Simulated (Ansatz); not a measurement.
The starting structures come from a database of crystals and need not be the phases stable at ambient conditions.

 Where the default PAW files enter, the runs use the earlier of Ansatz's two default sets.

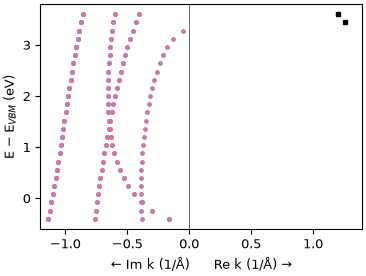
Figure. Complex bands at the centre of the two-dimensional zone; r2SCAN (Ansatz, a quantum-chemistry and plane-wave program)

The gap is the functional's own. No spin-orbit coupling. Mid-gap values are interpolated on the energy grid.

Task: This is KMgH3 (Pm-3m, cubic perovskite, not sure to be the ambient phase, 5 atoms a cell, 12.4 Å³ an atom) along the normal of (111). Read off the slowest decay at the centre of the two-dimensional zone at 1.68 eV, the computed energy nearest the middle of the gap.

Result: κ ≈ 0.34 1/Å, a decay length 1/(2κ) of the density of 1.5 Å.
